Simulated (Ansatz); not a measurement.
## Geometry relaxation, with input and output: CH₅Si₂ (charge −1)

CH₅Si₂, charge −1, SMILES [CH-]=[SiH][SiH3], computed with RKS PBE0-D4/def2-SVP (Ansatz 0.2.0).

It belongs to a series of runs on one base structure; here: end point A relaxed. Figures and captions count atoms from 1; the log counts them from 0 in places.

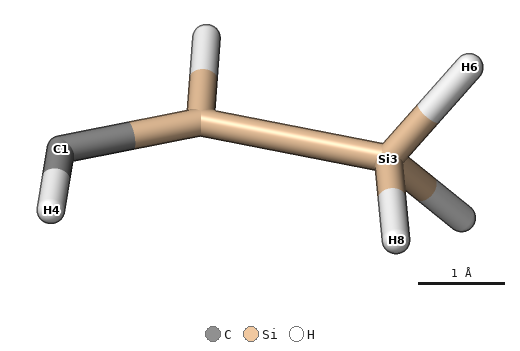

*The starting structure (stick view, seen at a tilt; atoms are numbered from 1 in the order of the input).*

Bond lengths as drawn: C–H 1.11 Å, C–Si 1.74 Å, H–Si 1.50 to 1.53 Å and Si–Si 2.28 Å.

### Input
```yaml
crystal:
  periodic: [false, false, false]
  atoms:
    - { symbol: C, position_ang: [-1.70173, 1.06032, -1.60547] }
    - { symbol: Si, position_ang: [-0.2559, 0.73468, -0.69881] }
    - { symbol: Si, position_ang: [0.75075, -0.62649, 0.83448] }
    - { symbol: H, position_ang: [-2.54527, 0.35676, -1.42736] }
    - { symbol: H, position_ang: [0.85543, 1.74791, -1.00183] }
    - { symbol: H, position_ang: [1.18906, -0.12046, 2.17953] }
    - { symbol: H, position_ang: [1.93962, -1.47335, 0.48001] }
    - { symbol: H, position_ang: [-0.23196, -1.67937, 1.23946] }
total_charge: -1
basis:
  gaussian: { orbitals: def2-SVP }
hamiltonian:
  xc: pbe0
  dispersion: d4
relax:
  f_tol: 0.015
  max_steps: 40
output:
  orbitals: {}
```

Machine: 1 thread of Arm Neoverse V1, 24 GiB of memory available, shared host.

Run as:
```bash
ansatz run input.yaml --threads 1 --pin off --max-ram 2048MiB --backend cpu --events-out ev --progress --plain --runs-dir out
```

### What the program printed
```
The last accepted step is kept in [file] (removed where the run ends without a failure and the disk answers)
Engine: ansatz 0.2.0, aarch64-unknown-linux-gnu
Functional definition: PBE0
  parameter a = 0.25
  parameter kappa = 0.804
  parameter beta = 0.06672455060314922
  exchange = (1 - a)*pbe_x(kappa = kappa, mu = beta*pi^2/3) + a*exact_x
  correlation = pbe_c(beta = beta)
788 factors; integrals over basis functions are off by at most 2.8e-4 eV
mean field evaluation 1: about -16850.2069 eV, gradient 4.6e1 eV
mean field evaluation 2: about -16798.4847 eV, gradient 1.0e2 eV
mean field evaluation 4: about -16856.8640 eV, gradient 5.4e0 eV
mean field evaluation 8: about -16856.9822 eV, gradient 2.2e-1 eV
mean field evaluation 16: about -16856.9824 eV, gradient 8.0e-5 eV
mean field -16856.98239812 eV, -619.4826770578 hartree, gradient 8.0e-5 eV, S^2 0.000000; 0 other end points of the search recorded, 0 dependent functions left out
the calculation of the forces begins
reference -16856.98242556 eV, -619.4826780661 hartree; 20, 20 occupied and 55, 55 virtual orbitals, 788 factors
relax step   1: F+E_penalty+E_count = -16857.15492213 eV  Δ(F+E_penalty+E_count) = +0.000e0 eV  max|allowed force component| = 1.351e0 eV/Å  Δτ_max = 0.0000 Å  (25 SCF iters, accepted)
these checks for a lower state are left out or cut short: starts, cluster_reference, orbital_swaps, neighbouring_geometries, increment
788 factors; integrals over basis functions are off by at most 2.8e-4 eV
mean field -16857.11864473 eV, -619.4876840284 hartree, gradient 2.3e-5 eV, S^2 0.000000; 0 other end points of the search recorded, 0 dependent functions left out
the calculation of the forces begins
reference -16857.11867209 eV, -619.4876850338 hartree; 20, 20 occupied and 55, 55 virtual orbitals, 788 factors
relax step   2: F+E_penalty+E_count = -16857.29159024 eV  Δ(F+E_penalty+E_count) = -1.367e-1 eV  max|allowed force component| = 8.805e-1 eV/Å  Δτ_max = 0.1913 Å  (28 SCF iters, accepted)
these checks for a lower state are left out or cut short: starts, cluster_reference, orbital_swaps, neighbouring_geometries, increment
788 factors; integrals over basis functions are off by at most 2.7e-4 eV
mean field -16857.15129789 eV, -619.4888840100 hartree, gradient 3.1e-5 eV, S^2 0.000000; 0 other end points of the search recorded, 0 dependent functions left out
the calculation of the forces begins
reference -16857.15132520 eV, -619.4888850134 hartree; 20, 20 occupied and 55, 55 virtual orbitals, 788 factors
relax step   3: F+E_penalty+E_count = -16857.32429980 eV  Δ(F+E_penalty+E_count) = -3.271e-2 eV  max|allowed force component| = 3.285e-1 eV/Å  Δτ_max = 0.0520 Å  (25 SCF iters, accepted)
these checks for a lower state are left out or cut short: starts, cluster_reference, orbital_swaps, neighbouring_geometries, increment
788 factors; integrals over basis functions are off by at most 2.7e-4 eV
mean field evaluation 32: about -16857.1531 eV, gradient 4.8e-5 eV
mean field -16857.15310233 eV, -619.4889503218 hartree, gradient 5.9e-5 eV, S^2 0.000000; 0 other end points of the search recorded, 0 dependent functions left out
the calculation of the forces begins
reference -16857.15312956 eV, -619.4889513226 hartree; 20, 20 occupied and 55, 55 virtual orbitals, 788 factors
relax step   4: F+E_penalty+E_count = -16857.32658693 eV  Δ(F+E_penalty+E_count) = -2.287e-3 eV  max|allowed force component| = 1.396e-1 eV/Å  Δτ_max = 0.0644 Å  (25 SCF iters, accepted)
these checks for a lower state are left out or cut short: starts, cluster_reference, orbital_swaps, neighbouring_geometries, increment
788 factors; integrals over basis functions are off by at most 2.6e-4 eV
mean field -16857.16084212 eV, -619.4892347537 hartree, gradient 3.8e-5 eV, S^2 0.000000; 0 other end points of the search recorded, 0 dependent functions left out
the calculation of the forces begins
reference -16857.16086934 eV, -619.4892357542 hartree; 20, 20 occupied and 55, 55 virtual orbitals, 788 factors
relax step   5: F+E_penalty+E_count = -16857.33508906 eV  Δ(F+E_penalty+E_count) = -8.502e-3 eV  max|allowed force component| = 8.314e-2 eV/Å  Δτ_max = 0.0760 Å  (26 SCF iters, accepted)
these checks for a lower state are left out or cut short: starts, cluster_reference, orbital_swaps, neighbouring_geometries, increment
788 factors; integrals over basis functions are off by at most 2.7e-4 eV
mean field -16857.16131869 eV, -619.4892522674 hartree, gradient 3.5e-5 eV, S^2 0.000000; 0 other end points of the search recorded, 0 dependent functions left out
the calculation of the forces begins
reference -16857.16134589 eV, -619.4892532672 hartree; 20, 20 occupied and 55, 55 virtual orbitals, 788 factors
relax step   6: F+E_penalty+E_count = -16857.33576626 eV  Δ(F+E_penalty+E_count) = -6.772e-4 eV  max|allowed force component| = 2.204e-2 eV/Å  Δτ_max = 0.0284 Å  (25 SCF iters, accepted)
these checks for a lower state are left out or cut short: starts, cluster_reference, orbital_swaps, neighbouring_geometries, increment
788 factors; integrals over basis functions are off by at most 2.7e-4 eV
mean field -16857.16131658 eV, -619.4892521901 hartree, gradient 1.2e-5 eV, S^2 0.000000; 0 other end points of the search recorded, 0 dependent functions left out
the calculation of the forces begins
reference -16857.16134379 eV, -619.4892531899 hartree; 20, 20 occupied and 55, 55 virtual orbitals, 788 factors
relax step   7: F+E_penalty+E_count = -16857.33584049 eV  Δ(F+E_penalty+E_count) = -7.423e-5 eV  max|allowed force component| = 1.711e-2 eV/Å  Δτ_max = 0.0130 Å  (23 SCF iters, accepted)
these checks for a lower state are left out or cut short: starts, cluster_reference, orbital_swaps, neighbouring_geometries, increment
788 factors; integrals over basis functions are off by at most 2.7e-4 eV
mean field -16857.16129885 eV, -619.4892515383 hartree, gradient 1.2e-5 eV, S^2 0.000000; 0 other end points of the search recorded, 0 dependent functions left out
the calculation of the forces begins
reference -16857.16132605 eV, -619.4892525381 hartree; 20, 20 occupied and 55, 55 virtual orbitals, 788 factors
relax step   8: F+E_penalty+E_count = -16857.33584556 eV  Δ(F+E_penalty+E_count) = -5.064e-6 eV  max|allowed force component| = 1.475e-2 eV/Å  Δτ_max = 0.0010 Å  (19 SCF iters, accepted)
788 factors; integrals over basis functions are off by at most 2.7e-4 eV
mean field evaluation 64: about -16857.1613 eV, gradient 1.8e-2 eV
```

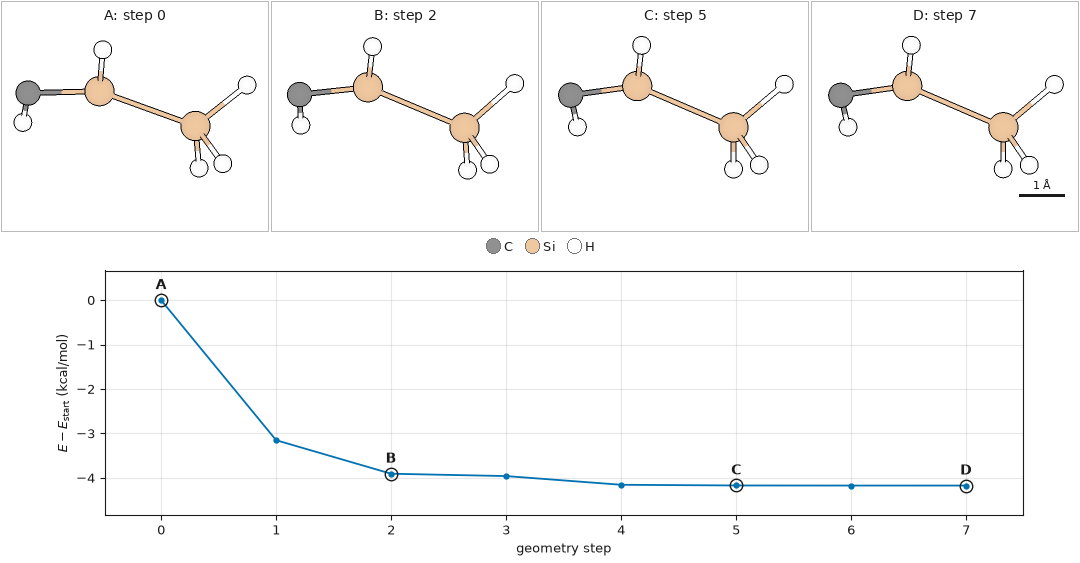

*Frames of the relaxation (ball-and-stick view, seen at a tilt) above the curves, on which the letters mark them (the first geometry is step 0 here and step 1 in the log).*

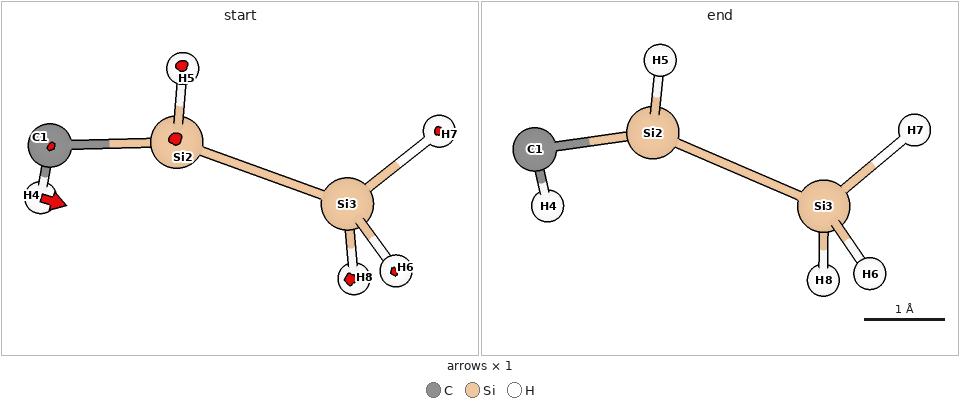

*Before (left) and after (right) the relaxation, at one scale (ball-and-stick view, seen at a tilt). The red arrows give the displacements, at true length.*

H4 moves most after the best rigid fit: 0.35 Å. By element the largest moves are H 0.35 Å, Si 0.18 Å, C 0.09 Å. Among the contacts that change: Si2–Si3 2.284 → 2.360 Å, Si2–H5 1.534 → 1.510 Å, Si3–H6 1.502 → 1.518 Å, Si3–H8 1.496 → 1.509 Å. Among the angles that change: C1–Si2–Si3 146.0° → 131.6°, C1–Si2–H5 112.1° → 121.5°, Si2–C1–H4 115.4° → 109.3°. After 7 geometry steps the energy has fallen by 4.17 kcal/mol. Largest force component: 1.4 eV/Å at the start, 0.015 eV/Å at the end. (Atoms are counted from 1 in the order of the input.)

```
mean field -16857.16129885 eV, -619.4892515383 hartree, gradient 1.2e-5 eV, S^2 0.000000; 1 other end points of the search recorded, 0 dependent functions left out
the calculation of the forces begins
reference -16857.16132605 eV, -619.4892525381 hartree; 20, 20 occupied and 55, 55 virtual orbitals, 788 factors
Total energy: -16857.33587276 eV, -619.4956670114 hartree
Atom 0 at    -1.705321     0.990704    -1.551283 Å, force     0.012581     0.014755    -0.005402 eV/Å
Atom 1 at    -0.166179     0.877757    -0.771868 Å, force    -0.001003    -0.001539     0.000515 eV/Å
Atom 2 at     0.678251    -0.647626     0.818409 Å, force    -0.002248     0.003534    -0.002998 eV/Å
Atom 3 at    -2.363416     0.165822    -1.189839 Å, force    -0.011705    -0.014460     0.005816 eV/Å
Atom 4 at     0.939975     1.864471    -1.061255 Å, force     0.000065    -0.000146    -0.000126 eV/Å
Atom 5 at     1.106211    -0.094797     2.165844 Å, force     0.001158    -0.000761     0.001006 eV/Å
Atom 6 at     1.882630    -1.482493     0.422464 Å, force     0.001021    -0.000811     0.001096 eV/Å
Atom 7 at    -0.372151    -1.673838     1.167537 Å, force     0.000133    -0.000572     0.000094 eV/Å
Dipole moment:     0.599871    -0.485919     0.654882 e Å
```

### Trajectory as extended XYZ (Å, eV, eV/Å), 8 frames, from step=1 to step=8
```
8
Properties=species:S:1:pos:R:3:forces:R:3 step=1 energy=-16857.15492
C    -1.7017    1.0603   -1.6055    0.0167  -0.2702   0.2183
Si   -0.2559    0.7347   -0.6988    0.1460   1.3510  -1.0010
Si    0.7508   -0.6265    0.8345   -0.1645  -0.8533   0.6080
H    -2.5453    0.3568   -1.4274   -0.0014  -0.1091   0.0880
H     0.8554    1.7479   -1.0018   -0.0958  -0.1963   0.1113
H     1.1891   -0.1205    2.1795    0.0616   0.3465   0.1497
H     1.9396   -1.4733    0.4800    0.2588  -0.0067  -0.2831
H    -0.2320   -1.6794    1.2395   -0.2214  -0.2619   0.1088
8
Properties=species:S:1:pos:R:3:forces:R:3 step=2 energy=-16857.29159
C    -1.6931    1.0101   -1.5649    0.3942  -0.0261   0.2096
Si   -0.1554    0.8555   -0.7480   -0.8805  -0.0084  -0.3898
Si    0.6628   -0.6883    0.8438    0.2884   0.2163  -0.0364
H    -2.4648    0.2417   -1.2975    0.3365   0.0822   0.0771
H     0.9403    1.8621   -1.0539   -0.0454  -0.1919   0.1275
H     1.1219   -0.0612    2.1504   -0.0068  -0.0995   0.0137
H     1.8962   -1.4575    0.3997   -0.0342  -0.0455   0.0792
H    -0.3080   -1.7625    1.2704   -0.0521   0.0729  -0.0809
8
Properties=species:S:1:pos:R:3:forces:R:3 step=3 energy=-16857.32430
C    -1.7071    1.0225   -1.5706    0.2262  -0.0346   0.0956
Si   -0.1864    0.8412   -0.7518   -0.3285   0.1064  -0.2277
Si    0.6887   -0.6668    0.8386    0.0358  -0.0187   0.0234
H    -2.4585    0.2422   -1.3029    0.1265   0.0044   0.0796
H     0.9297    1.8256   -1.0324   -0.0313  -0.0522   0.0396
H     1.1382   -0.0753    2.1631   -0.0084  -0.0136  -0.0066
H     1.9094   -1.4663    0.4188   -0.0108  -0.0053   0.0112
H    -0.3140   -1.7230    1.2372   -0.0095   0.0137  -0.0151
8
Properties=species:S:1:pos:R:3:forces:R:3 step=4 energy=-16857.32659
C    -1.6932    0.9903   -1.5991   -0.0987   0.0498   0.1346
Si   -0.1900    0.8561   -0.7589   -0.0096   0.0097  -0.0243
Si    0.6880   -0.6584    0.8307   -0.0469  -0.0072   0.0388
H    -2.4378    0.2376   -1.2422    0.1396  -0.0447  -0.0818
H     0.9295    1.8343   -1.0248    0.0235  -0.0214  -0.0582
H     1.1306   -0.0829    2.1641    0.0013  -0.0088   0.0046
H     1.9036   -1.4701    0.4192   -0.0168   0.0143  -0.0111
H    -0.3307   -1.7069    1.2111    0.0077   0.0082  -0.0027
8
Properties=species:S:1:pos:R:3:forces:R:3 step=5 energy=-16857.33509
C    -1.7022    0.9989   -1.5594   -0.0831   0.0047  -0.0362
Si   -0.1751    0.8689   -0.7675    0.0570   0.0051   0.0229
Si    0.6770   -0.6523    0.8229    0.0175  -0.0164   0.0183
H    -2.3868    0.1866   -1.2183    0.0239   0.0018   0.0054
H     0.9393    1.8500   -1.0477   -0.0049  -0.0039  -0.0010
H     1.1156   -0.0863    2.1623   -0.0064  -0.0096  -0.0065
H     1.8877   -1.4740    0.4165   -0.0095   0.0002   0.0069
H    -0.3555   -1.6916    1.1913    0.0056   0.0181  -0.0100
8
Properties=species:S:1:pos:R:3:forces:R:3 step=6 energy=-16857.33577
C    -1.7048    0.9935   -1.5539   -0.0098   0.0178  -0.0180
Si   -0.1696    0.8746   -0.7704    0.0220   0.0004   0.0097
Si    0.6786   -0.6490    0.8201   -0.0067  -0.0004  -0.0025
H    -2.3710    0.1725   -1.1994   -0.0081  -0.0164   0.0093
H     0.9401    1.8587   -1.0561   -0.0025   0.0023  -0.0030
H     1.1092   -0.0920    2.1648    0.0015  -0.0021   0.0021
H     1.8844   -1.4796    0.4202    0.0019  -0.0028   0.0031
H    -0.3668   -1.6787    1.1747    0.0016   0.0011  -0.0006
8
Properties=species:S:1:pos:R:3:forces:R:3 step=7 energy=-16857.33584
C    -1.7056    0.9911   -1.5516    0.0164   0.0166  -0.0059
Si   -0.1665    0.8778   -0.7720   -0.0009  -0.0014   0.0002
Si    0.6781   -0.6476    0.8184   -0.0011   0.0024  -0.0024
H    -2.3637    0.1663   -1.1906   -0.0145  -0.0171   0.0073
H     0.9397    1.8645   -1.0613   -0.0003  -0.0006   0.0005
H     1.1070   -0.0954    2.1656   -0.0005   0.0026   0.0035
H     1.8826   -1.4824    0.4234    0.0029  -0.0021  -0.0031
H    -0.3715   -1.6743    1.1681   -0.0020  -0.0003  -0.0003
8
Properties=species:S:1:pos:R:3:forces:R:3 step=8 energy=-16857.33585
C    -1.7053    0.9907   -1.5513    0.0126   0.0148  -0.0054
Si   -0.1662    0.8778   -0.7719   -0.0010  -0.0015   0.0005
Si    0.6783   -0.6476    0.8184   -0.0022   0.0035  -0.0030
H    -2.3634    0.1658   -1.1898   -0.0117  -0.0145   0.0058
H     0.9400    1.8645   -1.0613    0.0001  -0.0001  -0.0001
H     1.1062   -0.0948    2.1658    0.0012  -0.0008   0.0010
H     1.8826   -1.4825    0.4225    0.0010  -0.0008   0.0011
H    -0.3722   -1.6738    1.1675    0.0001  -0.0006   0.0001
```

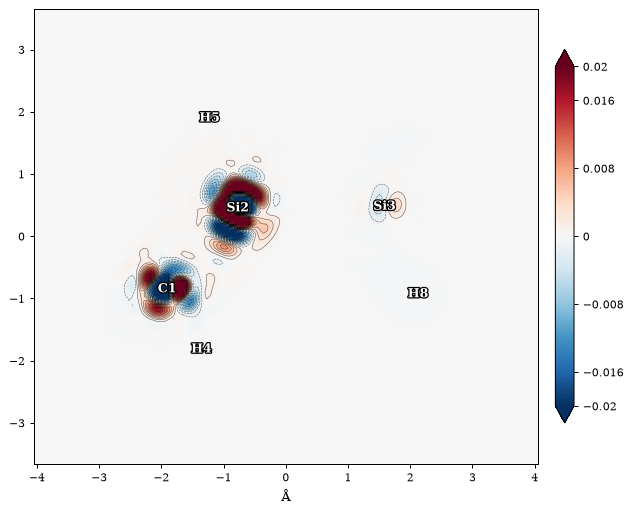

*One frontier orbital on the plane of atoms C1, Si2 and Si3 (values in Å⁻³ᐟ²; the overall sign is arbitrary).*

The HOMO−1, at −0.67 eV.

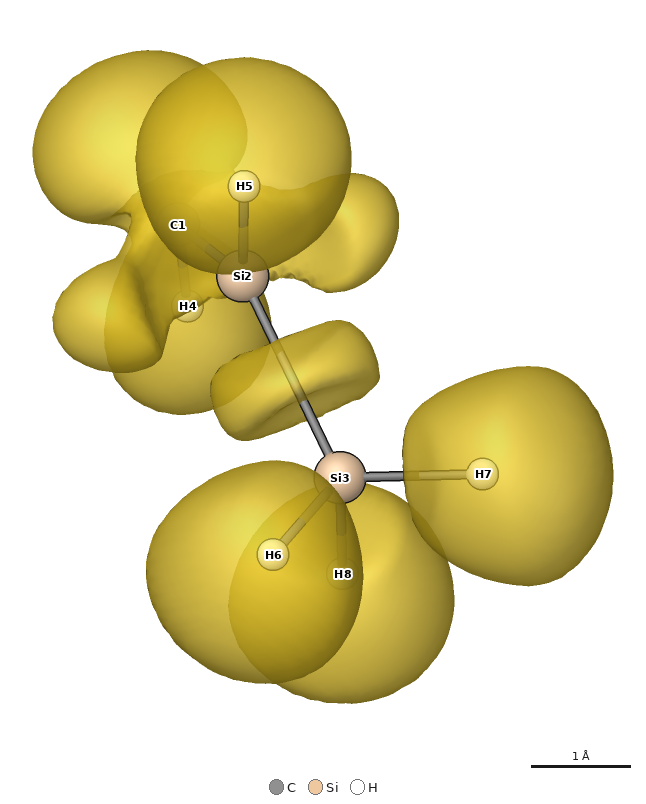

*Isosurface of the ELF at 0.8 (yellow), seen at an oblique angle. Core shells and regions of very low density are left out.*

Profiles from the grid: C–Si (1.73 Å): the ELF peaks at about 0.90 between the atoms, which marks a shared electron pair.

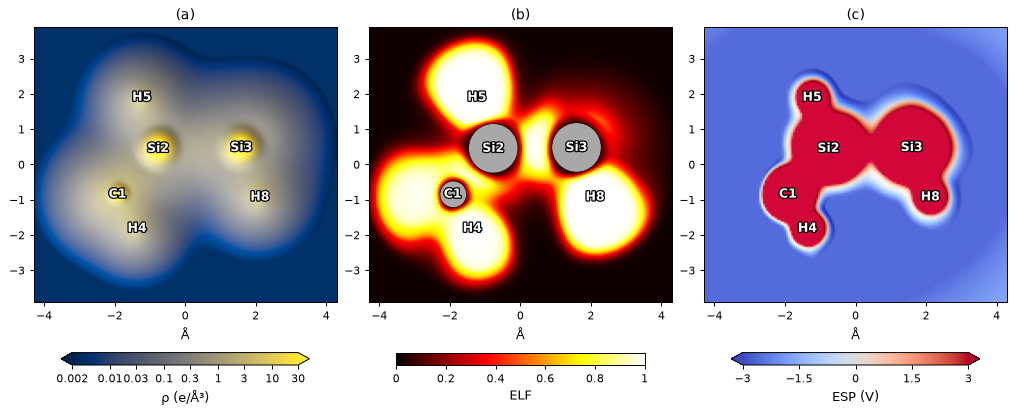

*(a) total electron density; (b) ELF; (c) electrostatic potential on the plane of atoms Si3, Si2 and H5. Grey discs, where drawn, cover atomic cores.*

The plane passes through C, Si and H nuclei.

### Summary

```json
{"quantity": "outcome", "value": "converged"}
{"quantity": "total energy", "value": "−16857.3359 eV"}
{"quantity": "mean-field energy", "value": "−16857.1613 eV"}
{"quantity": "largest force (length of the vector) at the end", "value": "0.020 eV/Å"}
{"quantity": "wall time", "value": "20 s"}
{"quantity": "peak memory", "value": "0.14 GiB"}
```
